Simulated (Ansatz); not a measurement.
# C₂H₈GeO₂: basis-set convergence

Aim: see how fast density functionals converge with the basis set for C₂H₈GeO₂.

Method: one geometry, several basis sets; program: Ansatz 0.2.0, Gaussian basis.

Plan: PBE0-D4/def2-SVP; ωB97M-V/def2-SVP; PBE0-D4/def2-QZVPP; ωB97M-V/def2-QZVPP; the functionals' def2-TZVPP values are taken from earlier runs.

## Step 1: The relaxed structure

An earlier PBE0-D4 in a triple-zeta def2 set relaxation fixed the geometry.

SMILES `[CH3][Ge]([CH3])([OH])[OH]`, 13 atoms, charge 0, spin multiplicity 1.

Atoms are counted from 1 here; the program's logs count them from 0.

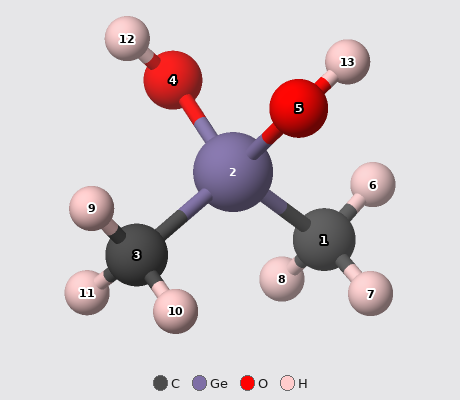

The geometry (carbon dark grey, germanium purple, oxygen red, hydrogen pink); atoms are numbered from 1 in the order of the file.

## Step 2: PBE0-D4 in def2-SVP

File in.yaml:

```yaml
crystal:
  periodic: [false, false, false]
  atoms:
    - {symbol: C, position_ang: [-1.273547, 0.575647, -1.128154]}
    - {symbol: Ge, position_ang: [-0.032524, 0.098182, 0.279603]}
    - {symbol: C, position_ang: [1.439492, -1.064747, -0.200562]}
    - {symbol: O, position_ang: [-1.070091, -0.628797, 1.537087]}
    - {symbol: O, position_ang: [0.766394, 1.534653, 0.975705]}
    - {symbol: H, position_ang: [-2.065962, 1.206799, -0.723518]}
    - {symbol: H, position_ang: [-0.758027, 1.116811, -1.922438]}
    - {symbol: H, position_ang: [-1.728913, -0.322791, -1.547274]}
    - {symbol: H, position_ang: [2.076789, -1.231806, 0.668833]}
    - {symbol: H, position_ang: [2.041063, -0.603921, -0.985323]}
    - {symbol: H, position_ang: [1.064786, -2.024911, -0.557034]}
    - {symbol: H, position_ang: [-0.577241, -0.875951, 2.322632]}
    - {symbol: H, position_ang: [0.138280, 2.186136, 1.295244]}
basis:
  gaussian: {orbitals: def2-SVP}
hamiltonian: {xc: pbe0, dispersion: d4}
output: {orbitals: {seedname: orbitals}}
```

The run is started by

```
$ ansatz run in.yaml --threads 4 --pin off --events-out ev --progress --plain --max-ram 11315MiB
```

The program printed:

```text
Functional definition: PBE0
  name "PBE0"
  cite "Adamo & Barone, J. Chem. Phys. 110, 6158 (1999) doi:10.1063/1.478522"
  cite "Perdew, Burke & Ernzerhof, Phys. Rev. Lett. 77, 3865 (1996) doi:10.1103/PhysRevLett.77.3865"
  parent pbe
  parameter a = 0.25
  parameter kappa = 0.804
  parameter beta = 0.06672455060314922
  exchange = (1 - a)*pbe_x(kappa = kappa, mu = beta*pi^2/3) + a*exact_x
  correlation = pbe_c(beta = beta)
1456 factors; their error is unknown
mean field evaluation 1: about -62779.5617 eV, gradient 8.2e1 eV
mean field evaluation 2: about -62771.1770 eV, gradient 1.1e2 eV
mean field evaluation 4: about -62792.5475 eV, gradient 2.4e0 eV
mean field evaluation 8: about -62792.7047 eV, gradient 2.6e-2 eV
mean field -62792.70471572 eV, -2307.5893358787 hartree, gradient 2.7e-5 eV, S^2 0.000000; 0 other end points of the search recorded, 0 dependent functions left out
reference -62792.70474372 eV, -2307.5893369079 hartree; 34, 34 occupied and 94, 94 virtual orbitals, 1456 factors
Total energy: -62792.91841788 eV, -2307.5971892883 hartree
```

Wall time 0.85 s (4 threads of Intel Xeon 6975P-C, shared host); peak memory 0.37 GiB.

## Step 3: ωB97M-V in def2-SVP

in.yaml, as its differences from that of step 2:

```diff
@@ -18,3 +18,3 @@
   gaussian: {orbitals: def2-SVP}
-hamiltonian: {xc: pbe0, dispersion: d4}
+hamiltonian: {xc: {name: wB97M-V}}
 output: {orbitals: {seedname: orbitals}}
```

The command is unchanged.

The program printed:

```text
Functional definition: wB97M-V
  name "wB97M-V"
  cite "Mardirossian & Head-Gordon, J. Chem. Phys. 144, 214110 (2016) doi:10.1063/1.4952647"
  cite "Becke, J. Chem. Phys. 107, 8554 (1997) doi:10.1063/1.475007"
  cite "Vydrov & Van Voorhis, J. Chem. Phys. 133, 244103 (2010) doi:10.1063/1.3521275"
  # Of w^i u^j: cxij and so on, Table III.
  parameter omega = 0.3/bohr
  parameter cx = 0.15
  parameter cx01 = 1.007
  parameter cx10 = 0.259
  parameter css00 = 0.443
  parameter css04 = -1.437
  parameter css10 = -4.535
  parameter css20 = -3.390
  parameter css43 = 4.278
  parameter cos00 = 1.000
  parameter cos10 = 1.358
  parameter cos20 = 2.924
  parameter cos21 = -8.812
  parameter cos60 = -1.390
  parameter cos61 = 9.142
  parameter b = 6.0
  parameter c = 0.01
  gx(w, u) = 1 - cx + cx01*u + cx10*w
  gss(w, u) = css00 + css04*u^4 + css10*w + css20*w^2 + css43*w^4*u^3
  gos(w, u) = cos00 + cos10*w + (cos20 + cos21*u)*w^2 + (cos60 + cos61*u)*w^6
  exchange = spin_sum(e_x_unif_sr(omega)*gx(b97_w, b97_u_x)) + cx*exact_x_sr(omega) + exact_x_lr(omega)
  correlation = spin_sum(e_c_pw_mod_same_spin*gss(b97_w, b97_u_same))
      + integral(e_c_pw_mod_opposite_spin*gos(b97_w_opposite, b97_u_opposite)) + vv10(b, c)
1444 factors; their error is unknown
344 factors; integrals over basis functions are off by at most 7.6e-6 eV
mean field evaluation 1: about -62792.0085 eV, gradient 6.8e1 eV
mean field evaluation 2: about -62793.1276 eV, gradient 6.8e1 eV
mean field evaluation 4: about -62800.8274 eV, gradient 1.4e0 eV
mean field evaluation 8: about -62800.8411 eV, gradient 2.0e-2 eV
mean field evaluation 16: about -62800.9027 eV, gradient 3.6e-5 eV
mean field -62800.90266245 eV, -2307.8906048642 hartree, gradient 3.6e-5 eV, S^2 0.000000; 0 other end points of the search recorded, 0 dependent functions left out
reference -62800.90270604 eV, -2307.8906064661 hartree; 34, 34 occupied and 94, 94 virtual orbitals, 1444 factors
Total energy: -62800.90270604 eV, -2307.8906064661 hartree
```

Wall time 2.5 s (4 threads of Intel Xeon 6975P-C, shared host); peak memory 0.49 GiB.

## Step 4: PBE0-D4 in def2-QZVPP

in.yaml, as its differences from that of step 3:

```diff
@@ -17,4 +17,4 @@
 basis:
-  gaussian: {orbitals: def2-SVP}
-hamiltonian: {xc: {name: wB97M-V}}
+  gaussian: {orbitals: "def2-QZVPP.json"}
+hamiltonian: {xc: pbe0, dispersion: d4}
 output: {orbitals: {seedname: orbitals}}
```

The command is unchanged.

The program printed:

```text
Functional definition: PBE0
  name "PBE0"
  cite "Adamo & Barone, J. Chem. Phys. 110, 6158 (1999) doi:10.1063/1.478522"
  cite "Perdew, Burke & Ernzerhof, Phys. Rev. Lett. 77, 3865 (1996) doi:10.1103/PhysRevLett.77.3865"
  parent pbe
  parameter a = 0.25
  parameter kappa = 0.804
  parameter beta = 0.06672455060314922
  exchange = (1 - a)*pbe_x(kappa = kappa, mu = beta*pi^2/3) + a*exact_x
  correlation = pbe_c(beta = beta)
1766 factors; their error is unknown
mean field evaluation 1: about -62792.1257 eV, gradient 9.8e1 eV
mean field evaluation 2: about -62777.8132 eV, gradient 1.3e2 eV
mean field evaluation 4: about -62809.0158 eV, gradient 4.8e0 eV
mean field evaluation 8: about -62809.0616 eV, gradient 6.8e-2 eV
mean field evaluation 16: about -62809.2018 eV, gradient 3.5e-5 eV
mean field -62809.20182336 eV, -2308.1955934025 hartree, gradient 3.5e-5 eV, S^2 0.000000; 0 other end points of the search recorded, 0 dependent functions left out
reference -62809.20186497 eV, -2308.1955949316 hartree; 34, 34 occupied and 523, 523 virtual orbitals, 1766 factors
Total energy: -62809.41553913 eV, -2308.2034473119 hartree
```

Wall time 7 s (4 threads of Intel Xeon 6975P-C, shared host); peak memory 2.5 GiB.

## Step 5: ωB97M-V in def2-QZVPP

in.yaml, as its differences from that of step 4:

```diff
@@ -18,3 +18,3 @@
   gaussian: {orbitals: "def2-QZVPP.json"}
-hamiltonian: {xc: pbe0, dispersion: d4}
+hamiltonian: {xc: {name: wB97M-V}}
 output: {orbitals: {seedname: orbitals}}
```

The command is unchanged.

The program printed:

```text
Functional definition: wB97M-V
  name "wB97M-V"
  cite "Mardirossian & Head-Gordon, J. Chem. Phys. 144, 214110 (2016) doi:10.1063/1.4952647"
  cite "Becke, J. Chem. Phys. 107, 8554 (1997) doi:10.1063/1.475007"
  cite "Vydrov & Van Voorhis, J. Chem. Phys. 133, 244103 (2010) doi:10.1063/1.3521275"
  # Of w^i u^j: cxij and so on, Table III.
  parameter omega = 0.3/bohr
  parameter cx = 0.15
  parameter cx01 = 1.007
  parameter cx10 = 0.259
  parameter css00 = 0.443
  parameter css04 = -1.437
  parameter css10 = -4.535
  parameter css20 = -3.390
  parameter css43 = 4.278
  parameter cos00 = 1.000
  parameter cos10 = 1.358
  parameter cos20 = 2.924
  parameter cos21 = -8.812
  parameter cos60 = -1.390
  parameter cos61 = 9.142
  parameter b = 6.0
  parameter c = 0.01
  gx(w, u) = 1 - cx + cx01*u + cx10*w
  gss(w, u) = css00 + css04*u^4 + css10*w + css20*w^2 + css43*w^4*u^3
  gos(w, u) = cos00 + cos10*w + (cos20 + cos21*u)*w^2 + (cos60 + cos61*u)*w^6
  exchange = spin_sum(e_x_unif_sr(omega)*gx(b97_w, b97_u_x)) + cx*exact_x_sr(omega) + exact_x_lr(omega)
  correlation = spin_sum(e_c_pw_mod_same_spin*gss(b97_w, b97_u_same))
      + integral(e_c_pw_mod_opposite_spin*gos(b97_w_opposite, b97_u_opposite)) + vv10(b, c)
1754 factors; their error is unknown
444 factors; integrals over basis functions are off by at most 5.3e-6 eV
mean field evaluation 1: about -62806.2392 eV, gradient 8.1e1 eV
mean field evaluation 2: about -62806.8057 eV, gradient 8.5e1 eV
mean field evaluation 4: about -62817.5332 eV, gradient 1.8e0 eV
mean field evaluation 8: about -62817.5479 eV, gradient 1.1e-1 eV
mean field evaluation 16: about -62817.6246 eV, gradient 3.4e-4 eV
mean field -62817.62455869 eV, -2308.5051232165 hartree, gradient 1.7e-5 eV, S^2 0.000000; 0 other end points of the search recorded, 0 dependent functions left out
reference -62817.62462441 eV, -2308.5051256318 hartree; 34, 34 occupied and 523, 523 virtual orbitals, 1754 factors
Total energy: -62817.62462441 eV, -2308.5051256318 hartree
```

It took 14 s on 4 threads of Intel Xeon 6975P-C, shared host; peak memory 2.9 GiB.

## Step 6: Functionals by basis

The def2-TZVPP values come from earlier runs at the same geometry.

| functional | basis | functions | energy (eV) | from the largest (eV) | HOMO (eV) | LUMO (eV) |
| --- | --- | --- | --- | --- | --- | --- |
| PBE0-D4 | def2-SVP | 128 | -62792.9184 | 16.497 | -7.96 | 1.15 |
| PBE0-D4 | def2-TZVPP | 284 | -62807.8097 | 1.606 | -8.14 | 0.56 |
| PBE0-D4 | def2-QZVPP | 557 | -62809.4155 | 0.000 | -8.19 | 0.15 |
| ωB97M-V | def2-SVP | 128 | -62800.9027 | 16.722 | -10.30 | 2.77 |
| ωB97M-V | def2-TZVPP | 284 | -62816.0622 | 1.562 | -10.46 | 1.99 |
| ωB97M-V | def2-QZVPP | 557 | -62817.6246 | 0.000 | -10.50 | 1.34 |

## Step 7: What came out

| quantity | value |
| --- | --- |
| PBE0-D4: double and triple zeta above quadruple | 16.50, 1.61 eV |
| ωB97M-V: double and triple zeta above quadruple | 16.72, 1.56 eV |

For PBE0-D4 the step from double to triple zeta gains 14.89 eV and the next only 1.61 eV. Total energies overstate the basis error of differences, where much of it tends to cancel. The LUMO of ωB97M-V is positive and keeps falling with the basis (2.77 to 1.34 eV): an unbound level that the basis holds in place.

For PBE0-D4 the largest set took about 8 times as long as the smallest (7 s against 0.85 s).
